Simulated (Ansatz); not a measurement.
## HfH2ClOF3: nudged elastic band

- system: HfH2ClOF3
- method: RKS r2SCANh-D4/def2-SVP (Ansatz 0.2.0)

One setting was made poor on purpose. It belongs to a series of runs on one base structure; here: band between the two ends. Figures and captions count atoms from 1; the log counts them from 0 in places.

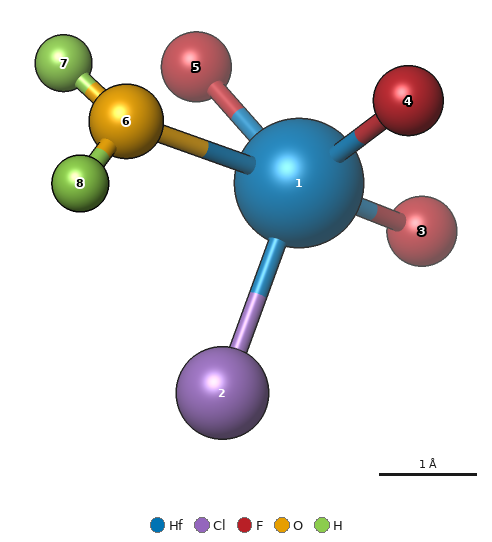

Figure 1. The input geometry (ball-and-stick view, seen at a tilt; atoms are numbered from 1 in the order of the input). Sticks mark near contacts.

Input
```yaml
crystal:
  periodic: [false, false, false]
  atoms:
    - { symbol: Hf, position_ang: [-0.026615, 0.05377, 0.103882] }
    - { symbol: Cl, position_ang: [0.382626, 0.084724, 2.461294] }
    - { symbol: F, position_ang: [1.760526, -0.107168, -0.533798] }
    - { symbol: F, position_ang: [-0.532795, 1.73316, -0.642025] }
    - { symbol: F, position_ang: [-0.770906, -1.483535, -0.78383] }
    - { symbol: O, position_ang: [-2.228337, -0.097353, 0.873451] }
    - { symbol: H, position_ang: [-2.750148, -0.835625, 0.532256] }
    - { symbol: H, position_ang: [-2.448351, 0.022328, 1.80607] }
basis:
  gaussian: { orbitals: def2-SVP }
hamiltonian:
  xc: r2scanh
  dispersion: d4
neb:
  order_check: false
  images: 3
  f_tol: 0.05
  max_iterations: 60
  climbing: true
  final_atoms:
    - { symbol: Hf, position_ang: [-0.12977193, 0.20676902, 0.04584194] }
    - { symbol: Cl, position_ang: [0.06467027, 0.92305385, 2.35632665] }
    - { symbol: F, position_ang: [1.49559795, -0.75847675, -0.15197635] }
    - { symbol: F, position_ang: [0.0275088, 1.88446726, -0.83243517] }
    - { symbol: F, position_ang: [-1.20937762, -0.72503994, -1.26545298] }
    - { symbol: O, position_ang: [-1.98596503, -0.59653939, 1.06930088] }
    - { symbol: H, position_ang: [-2.6686093, -1.08825848, 0.59389689] }
    - { symbol: H, position_ang: [-2.20805314, -0.47567458, 2.00179814] }
  initial_path:
    images:
      - { positions_ang: [[-0.026615, 0.05377, 0.103882], [0.382626, 0.084724, 2.461294], [1.760526, -0.107168, -0.533798], [-0.532795, 1.73316, -0.642025], [-0.770906, -1.483535, -0.78383], [-2.228337, -0.097353, 0.873451], [-2.750148, -0.835625, 0.532256], [-2.448351, 0.022328, 1.80607]] }
      - { positions_ang: [[-0.01056376, 0.02519772, 0.05648152], [0.17757752, 0.04900687, 2.6700687], [1.82028051, -0.05786595, -0.58125638], [-0.72549443, 1.67115478, -0.65613524], [-0.84583554, -1.55286505, -0.71767053], [-2.24019116, -0.04737437, 0.80196602], [-2.77059822, -0.73281515, 0.34438645], [-2.01917492, 0.01586216, 1.89945946]] }
      - { positions_ang: [[0.00548748, -0.00337455, 0.00908103], [-0.02747096, 0.01328973, 2.8788434], [1.88003503, -0.00856391, -0.62871476], [-0.91819386, 1.60914956, -0.67024548], [-0.92076508, -1.62219511, -0.65151107], [-2.25204533, 0.00260427, 0.73048104], [-2.79104843, -0.6300053, 0.15651689], [-1.58999885, 0.00939631, 1.99284893]] }
      - { positions_ang: [[-0.06214222, 0.10169724, 0.02746149], [0.01859965, 0.46817179, 2.61758503], [1.68781649, -0.38352033, -0.39034555], [-0.44534253, 1.74680841, -0.75134032], [-1.06507135, -1.17361752, -0.95848203], [-2.11900518, -0.29696756, 0.89989096], [-2.72982886, -0.85913189, 0.37520689], [-1.89902599, -0.23313913, 1.99732353]] }
      - { positions_ang: [[-0.12977193, 0.20676902, 0.04584194], [0.06467027, 0.92305385, 2.35632665], [1.49559795, -0.75847675, -0.15197635], [0.0275088, 1.88446726, -0.83243517], [-1.20937762, -0.72503994, -1.26545298], [-1.98596503, -0.59653939, 1.06930088], [-2.6686093, -1.08825848, 0.59389689], [-2.20805314, -0.47567458, 2.00179814]] }
```

Hardware: 4 threads of Intel Xeon @ 2.50GHz (Skylake/Cascade Lake), 32 GiB of memory available, shared host.

Command:
```bash
ansatz run input.yaml --threads 4 --pin off --max-ram 5120MiB --backend cpu --events-out ev --progress --plain --runs-dir out
```

What the program printed
```
Engine: ansatz 0.2.0, x86_64-unknown-linux-gnu
Functional definition: r2SCANh
  parameter a = 0.1
  parameter k0 = 0.174
  parameter k1 = 0.065
  parameter a1 = 4.9479
  exchange = (1 - a)*r2scan_x(k0 = k0, k1 = k1, a1 = a1) + a*exact_x
  correlation = r2scan_c
1175 factors; integrals over basis functions are off by at most 3.9e-4 eV
mean field evaluation 1: about -24043.9754 eV, gradient 7.1e1 eV
mean field evaluation 2: about -24012.5576 eV, gradient 1.6e2 eV
mean field evaluation 4: about -24052.0916 eV, gradient 7.2e0 eV
mean field evaluation 8: about -24052.2022 eV, gradient 6.0e-1 eV
mean field evaluation 16: about -24052.2028 eV, gradient 5.6e-5 eV
mean field -24052.20284663 eV, -883.9021514451 hartree, gradient 5.5e-5 eV, S^2 0.000000; 0 other end points of the search recorded, 0 dependent functions left out
the calculation of the forces begins
reference -24052.20287314 eV, -883.9021524193 hartree; 33, 33 occupied and 83, 83 virtual orbitals, 1175 factors
1175 factors; integrals over basis functions are off by at most 3.5e-4 eV
mean field evaluation 32: about -24052.0954 eV, gradient 3.8e-4 eV
mean field -24052.09539436 eV, -883.8982026469 hartree, gradient 7.6e-5 eV, S^2 0.000000; 0 other end points of the search recorded, 0 dependent functions left out
[... from here on the field's lines of each further geometry are left out, up to the last ...]
NEB iter   1: max|band force component| = 3.634e0 eV/Å  barrier→ = 3.4686 eV  barrier← = 3.3611 eV  Δτ_max = 0.2000 Å  (139 SCF iters)
NEB iter   2: max|band force component| = 2.398e0 eV/Å  barrier→ = 1.8601 eV  barrier← = 1.7526 eV  Δτ_max = 0.1994 Å  (102 SCF iters)
NEB iter   3: max|band force component| = 3.631e0 eV/Å  barrier→ = 1.1931 eV  barrier← = 1.0856 eV  Δτ_max = 0.0971 Å  (99 SCF iters)
NEB iter   4: max|band force component| = 2.018e0 eV/Å  barrier→ = 0.7810 eV  barrier← = 0.6735 eV  Δτ_max = 0.1926 Å  (95 SCF iters)
NEB iter   5: max|band force component| = 1.370e0 eV/Å  barrier→ = 0.5331 eV  barrier← = 0.4256 eV  Δτ_max = 0.1948 Å  (97 SCF iters)
NEB iter   6: max|band force component| = 2.422e0 eV/Å  barrier→ = 0.2656 eV  barrier← = 0.1581 eV  Δτ_max = 0.0991 Å  (98 SCF iters)
NEB iter   7: max|band force component| = 7.932e-1 eV/Å  barrier→ = 0.1566 eV  barrier← = 0.0491 eV  Δτ_max = 0.1950 Å  (86 SCF iters)
NEB iter   8: max|band force component| = 6.272e-1 eV/Å  barrier→ = 0.1075 eV  barrier← = 0.0000 eV  Δτ_max = 0.1921 Å  (92 SCF iters)
NEB iter   9: max|band force component| = 2.892e-1 eV/Å  barrier→ = 0.1001 eV  barrier← = -0.0074 eV  CI = image 3  Δτ_max = 0.1176 Å  (87 SCF iters)
NEB iter  10: max|band force component| = 1.057e-1 eV/Å  barrier→ = 0.1066 eV  barrier← = -0.0009 eV  CI = image 3  Δτ_max = 0.0606 Å  (88 SCF iters)
NEB iter  11: max|band force component| = 1.182e-1 eV/Å  barrier→ = 0.1075 eV  barrier← = -0.0000 eV  CI = image 3  Δτ_max = 0.0256 Å  (88 SCF iters)
NEB iter  12: max|band force component| = 6.231e-2 eV/Å  barrier→ = 0.1074 eV  barrier← = -0.0001 eV  CI = image 3  Δτ_max = 0.0136 Å  (90 SCF iters)
the calculation of the forces begins
reference -24052.11575079 eV, -883.8989507321 hartree; 33, 33 occupied and 83, 83 virtual orbitals, 1175 factors
1175 factors; integrals over basis functions are off by at most 3.5e-4 eV
mean field -24052.09554802 eV, -883.8982082938 hartree, gradient 7.2e-6 eV, S^2 0.000000; 1 other end points of the search recorded, 0 dependent functions left out
the calculation of the forces begins
reference -24052.09557386 eV, -883.8982092433 hartree; 33, 33 occupied and 83, 83 virtual orbitals, 1175 factors
NEB iter  13: max|band force component| = 1.951e-2 eV/Å  barrier→ = 0.1073 eV  barrier← = -0.0002 eV  CI = image 3  Δτ_max = 0.0000 Å  (175 SCF iters)
```

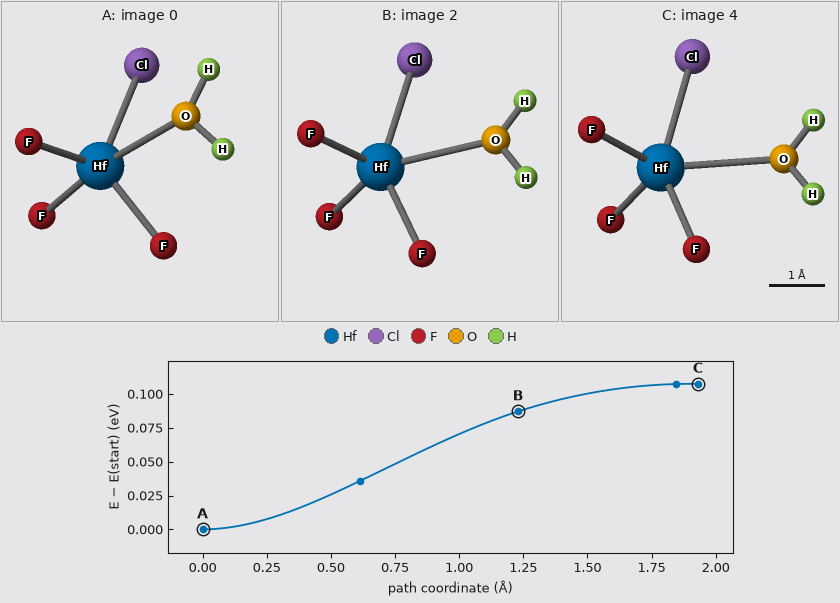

Figure 2. Images of the last band (counted from 0; ball-and-stick, seen at a tilt) above the energy along the path; the line is a cubic interpolation that uses the forces. No image lies above both ends; the end is 0.107 eV above the start. The path is 1.93 Å long. The band converged in 13 iterations.

```
Total energy: -24052.13893365 eV, -883.8998026863 hartree
Atom 0 at    -0.131758     0.207629     0.044955 Å, force     0.006225    -0.008191    -0.013357 eV/Å
Atom 1 at     0.084498     0.906057     2.358658 Å, force     0.002113    -0.000523     0.000058 eV/Å
Atom 2 at     1.516023    -0.713557    -0.176596 Å, force    -0.006344     0.006235     0.003080 eV/Å
Atom 3 at    -0.036510     1.886551    -0.840196 Å, force    -0.001349    -0.000785     0.006068 eV/Å
Atom 4 at    -1.192374    -0.770889    -1.248822 Å, force     0.002024    -0.000304     0.003290 eV/Å
Atom 5 at    -1.990001    -0.580922     1.070831 Å, force     0.000304     0.003885    -0.006792 eV/Å
Atom 6 at    -2.659496    -1.097113     0.602516 Å, force     0.000667    -0.001268     0.001148 eV/Å
Atom 7 at    -2.204382    -0.467454     2.005955 Å, force    -0.003640     0.000950     0.006505 eV/Å
Dipole moment:    -1.037199    -0.489166     0.391862 e Å
this run last wrote the band of iteration 13 to [file]
```

The last band as extended XYZ (Å, eV, eV/Å)
```
8
Properties=species:S:1:pos:R:3:forces:R:3 image=0 energy=-24052.24625
Hf   -0.0266    0.0538    0.1039   -0.0018  -0.0089  -0.0020
Cl    0.3826    0.0847    2.4613   -0.0021   0.0005  -0.0008
F     1.7605   -0.1072   -0.5338   -0.0009   0.0013  -0.0009
F    -0.5328    1.7332   -0.6420   -0.0001   0.0015   0.0004
F    -0.7709   -1.4835   -0.7838    0.0040   0.0026   0.0001
O    -2.2283   -0.0974    0.8735   -0.0017  -0.0034   0.0019
H    -2.7501   -0.8356    0.5323    0.0060   0.0101   0.0091
H    -2.4484    0.0223    1.8061   -0.0034  -0.0037  -0.0079
8
Properties=species:S:1:pos:R:3:forces:R:3 image=1 energy=-24052.21028
Hf   -0.0712    0.1139    0.0727    0.0001  -0.0107   0.0013
Cl    0.2847    0.3905    2.4388    0.0161  -0.0410   0.0054
F     1.7223   -0.3160   -0.3975    0.0146   0.0325  -0.0182
F    -0.4091    1.7939   -0.7523   -0.0265  -0.0087   0.0090
F    -0.8995   -1.2931   -0.9575    0.0239  -0.0328   0.0264
O    -2.1843   -0.2157    0.9492   -0.0179   0.0188  -0.0054
H    -2.7204   -0.9200    0.5609   -0.0045   0.0175  -0.0052
H    -2.3365   -0.1831    1.9030   -0.0057   0.0244  -0.0135
8
Properties=species:S:1:pos:R:3:forces:R:3 image=2 energy=-24052.15909
Hf   -0.1201    0.1875    0.0458   -0.0168   0.0000   0.0004
Cl    0.1925    0.7105    2.3893    0.0184  -0.0290   0.0010
F     1.6388   -0.4455   -0.3022    0.0242   0.0156  -0.0067
F    -0.3187    1.8650   -0.8241   -0.0207  -0.0028   0.0049
F    -1.0250   -1.0674   -1.1183    0.0191  -0.0222   0.0136
O    -2.0838   -0.4233    1.0313   -0.0100   0.0079  -0.0195
H    -2.6517   -1.0844    0.6131   -0.0042   0.0145   0.0034
H    -2.2459   -0.3720    1.9824   -0.0100   0.0160   0.0028
8
Properties=species:S:1:pos:R:3:forces:R:3 image=3 energy=-24052.13891
Hf   -0.1318    0.2076    0.0450    0.0062  -0.0082  -0.0134
Cl    0.0845    0.9061    2.3587    0.0021  -0.0005   0.0001
F     1.5160   -0.7136   -0.1766   -0.0063   0.0062   0.0031
F    -0.0365    1.8866   -0.8402   -0.0013  -0.0008   0.0061
F    -1.1924   -0.7709   -1.2488    0.0020  -0.0003   0.0033
O    -1.9900   -0.5809    1.0708    0.0003   0.0039  -0.0068
H    -2.6595   -1.0971    0.6025    0.0007  -0.0013   0.0011
H    -2.2044   -0.4675    2.0060   -0.0036   0.0009   0.0065
8
Properties=species:S:1:pos:R:3:forces:R:3 image=4 energy=-24052.13875
Hf   -0.1298    0.2068    0.0458    0.0197  -0.0091   0.0299
Cl    0.0647    0.9231    2.3563   -0.0010   0.0001  -0.0019
F     1.4956   -0.7585   -0.1520   -0.0141   0.0057   0.0002
F     0.0275    1.8845   -0.8324   -0.0038   0.0013  -0.0074
F    -1.2094   -0.7250   -1.2655   -0.0118   0.0000  -0.0070
O    -1.9860   -0.5965    1.0693    0.0052   0.0036  -0.0118
H    -2.6686   -1.0883    0.5939    0.0009  -0.0055  -0.0051
H    -2.2081   -0.4757    2.0018    0.0049   0.0039   0.0031
```

Key numbers

| quantity | value |
| --- | --- |
| outcome | converged |
| barrier, forward | 0.107 eV |
| barrier, backward | 0.000 eV |
| wall time | 4.1 min (CPU time 15 min) |
| peak memory | 0.37 GiB |

A deliberately poor setting: few images. The order of the saddle point was not checked.
